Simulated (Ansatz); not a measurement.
# Tunnelling decay and corrugation (ordered overlayer): Au(111)-(√3×√3)R30°-Li, top site; V(110)-(rectangular two-atom cell)-P, hollow site; and others

A simple barrier model says that the current falls as exp(−2κz) with κ = 0.512 √φ (Å⁻¹, φ in eV). How well does that hold over real surfaces, and how fast does atomic contrast fade as the tip draws back?

How it was computed: Ansatz 0.2.0, plane waves with PAW datasets (its set soft_2), functional as listed; relaxed slabs, Tersoff-Hamann images of the filled states within the window listed under the Fermi level. κ is fitted to the planar mean between 3 and 5 Å over the top atom; the model's barrier is the work function plus half the window. A setpoint is the mean density at the height named.

Results:

```
                                          surface  functional  work function (eV)  window (eV)  κ, model (Å⁻¹)  κ, fitted (Å⁻¹)  near setpoint (Å): corrugation (Å)  far setpoint (Å): corrugation (Å)
                 Au(111)-(√3×√3)R30°-Li, top site      PBEsol                1.88         0.30            0.73             0.67                          2.5: 0.281                           4: 0.109
                       Cu(111)-(2x2)-Li, hcp site         LDA                2.25         0.20            0.79             0.76                            3: 0.200                         4.5: 0.070
                       Cu(111)-(2x2)-Pb, top site         PBE                3.79         0.40            1.02             1.08                            3: 0.670                         4.5: 0.309
                    Fe(100)-(3x1)-Bi, hollow site         PBE                3.90         0.30            1.03             1.09                            3: 1.824                           5: 1.343
                    Ta(100)-p(2x2)-C, bridge site      PBEsol                3.97         0.50            1.05             1.02                          2.5: 1.191                           4: 0.580
                        V(110)-(2x2)-Se, top site         PBE                4.82         0.50            1.15             1.26                            3: 0.801                         4.5: 0.467
                       Cu(111)-(2x2)-Te, top site      PBEsol                4.87         0.30            1.15             1.26                          2.5: 1.347                           4: 0.615
                     Fe(110)-(2x1)-P, hollow site  PBE-D3(BJ)                5.10         0.20            1.17             1.30                            3: 0.892                         4.5: 0.432
                    Pd(110)-(1x2)-Cl, hollow site  PBE-D3(BJ)                5.22         0.20            1.18             1.31                            3: 1.574                           5: 1.045
V(110)-(rectangular two-atom cell)-P, hollow site         LDA                5.57         0.30            1.23             1.27                            3: 0.659                           5: 0.195
```

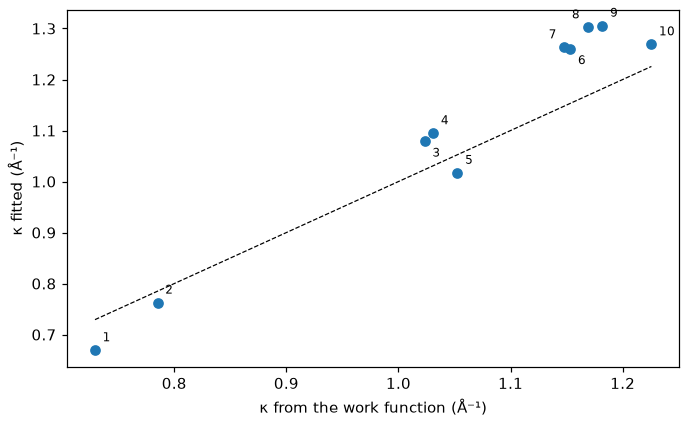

Fitted against model decay constants; points are numbered as the table's rows, and the dashed line marks equality.

**Reading.** The fitted κ is 0.92 to 1.11 times the model's, and larger in 7 of 10. Momentum along the surface adds to κ² and raises it, while a barrier that has not reached its full height this near the surface lowers it. Worked for Au(111)-(√3×√3)R30°-Li, top site: 0.512 × √(1.88 + 0.15) = 0.73 Å⁻¹; with the fitted 0.67 Å⁻¹ the current falls by exp(2 × 0.67) = 3.8 per Å. Where it is still over 0.005 Å at the far setpoint (10 rows), the corrugation falls by a factor of 1.2 to 2.0 per Å.

Caveats: The model has an s-wave tip and no forces between tip and sample. Semilocal potentials reach the vacuum level too fast, without an image tail. The surfaces are built from prototypes and need not be the stable ones; functionals, windows and heights differ between rows (the narrowest window from 0.2 eV on is taken, and runs with charge in the vacuum are left out), and rows with Cr, Mn, Fe, Co, Ni or Gd rest on one magnetic start or none. The table is a selection: not every member that was run is listed.

[Logs are printed without paths, hosts, clocks, repeated set-up lines and the standing remarks that a program may print on its own settings, such as how far it seeks lower states.]
